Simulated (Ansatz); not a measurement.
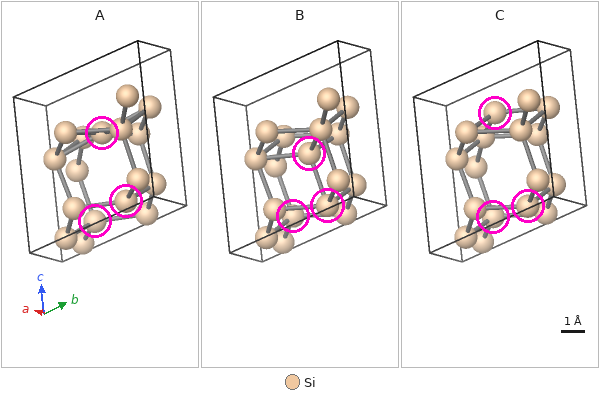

3 geometries from a converged minimum-energy path of Si with an interstitial Si (17 atoms in the cell), shuffled. The picture is a ball-and-stick view of the reduced simulation cell (origin moved), seen from a free direction. The atoms that move most are ringed. Lengths and directions refer to the drawn axes. Bonds to atoms that aren't drawn are left out.

Computed with DFT PBE-D3(BJ), scalar-relativistic, plane waves, PAW in Ansatz. Settings: plane-wave cutoff 420 eV; k-point mesh 2 × 2 × 2; Gaussian smearing 0.05 eV; 7 movable images; climbing image; force threshold 0.05 eV/Å; iteration limit 61; starting path by image-dependent pair potential.

### Which frame is the transition state?

A. In order along the path, whose images run from 0 to 8: C (image 1, +0.06 eV), A (image 4, +0.30 eV), B (image 7, +0.06 eV). A Si atom travels furthest, 2.35 Å from end to end, along [1 1 −3], on a straight line. At the highest image its nearest neighbour (Si) is 2.39 Å away, against 2.39 Å at the start, and the surrounding atoms stand up to 0.38 Å off the mean of their end positions. Breaking: Si–Si (2.39 → 4.70 Å). Forming: Si–Si (4.70 → 2.39 Å).

Limits of the set-up: the periodic images lie only 7.7 Å apart, so the values are limited by the cell's size.

PAW datasets: the set soft_1.
